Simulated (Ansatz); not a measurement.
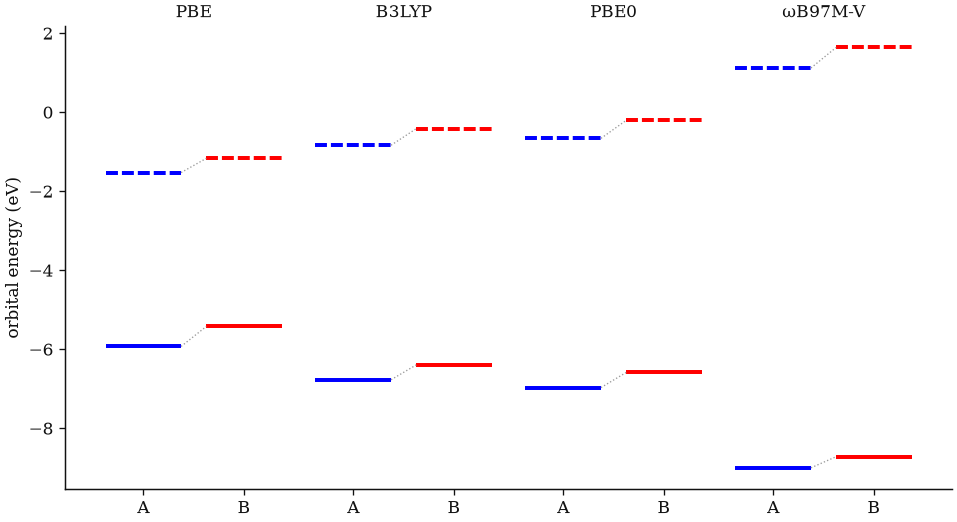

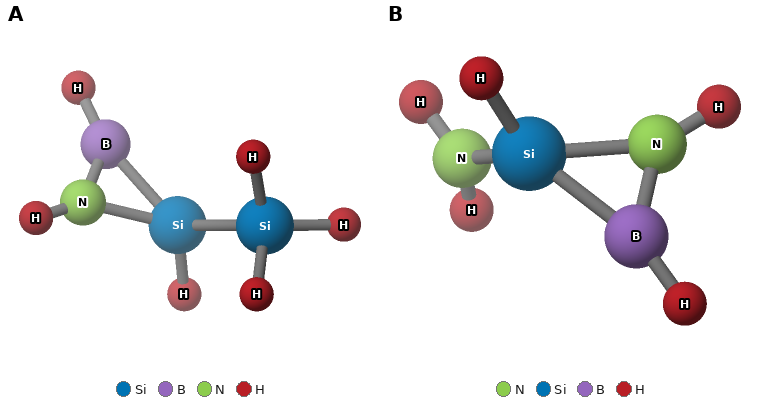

One change: A, BSi₂NH₆ (SMILES [SiH3][Si@@H]1BN1), becomes B, BSiN₂H₅ (SMILES N[Si@H]1BN1). SiH₃ on Si is replaced by NH₂. HOMO (solid) and LUMO (dashed) computed in def2-TZVPP at PBE0-D4/def2-TZVP geometries, both minima by their frequencies, gas phase, the Ansatz code 0.2.0. Empty levels above zero depend strongly on the basis.

> What does the change do to HOMO and LUMO?

PBE: the HOMO rises by 0.51 eV, the LUMO rises by 0.36 eV, and the separation goes from 4.40 to 4.26 eV. B3LYP: the HOMO rises by 0.38 eV, the LUMO rises by 0.42 eV, and the separation goes from 5.94 to 5.98 eV. PBE0: the HOMO rises by 0.38 eV, the LUMO rises by 0.46 eV, and the separation goes from 6.31 to 6.38 eV. ωB97M-V: the HOMO rises by 0.28 eV, the LUMO rises by 0.52 eV, and the separation goes from 10.12 to 10.36 eV.

> Do the functionals agree on the effect?

They agree on the direction for both levels; the HOMO shift lies between 0.28 and 0.51 eV and the LUMO shift between 0.36 and 0.52 eV, while the separations themselves differ by up to 6.1 eV between functionals.
